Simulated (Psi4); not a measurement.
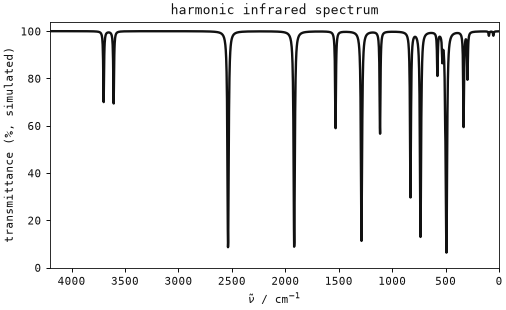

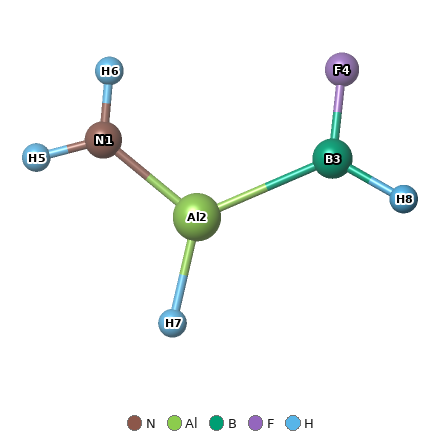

Infrared spectrum of AlBNH₄F, SMILES [NH2][AlH][BH]F, singlet. Unscaled harmonic wavenumbers and double-harmonic intensities, PBE0/def2-SVP (dispersion D4), Psi4, at a geometry relaxed at this level, isolated molecule. Lorentzian lines of 8 cm⁻¹ full width. Close modes add up in the curve.

Question: Which is the highest mode?

Answer: 3700.1 cm⁻¹ (30.2 km/mol).

Question: Which lines are the most intense?

Answer: 492.7 cm⁻¹ (228.8 km/mol), 2535.9 cm⁻¹ (209.2 km/mol) and 1917.0 cm⁻¹ (208.6 km/mol).

Question: List the modes.

Answer:
```
  cm⁻¹  km/mol
  53.8     1.6
  95.6     1.6
 295.7    18.8
 331.9    43.8
 492.7   228.8
 503.8    20.9
 530.9     9.1
 577.3    17.1
 726.0     2.3
 735.4   170.6
 829.0   101.5
1114.1    48.5
1287.3   182.7
1530.5    45.2
1917.0   208.6
2535.9   209.2
3606.4    30.9
3700.1    30.2
```

Note: double-zeta basis; one conformer of a flexible molecule.
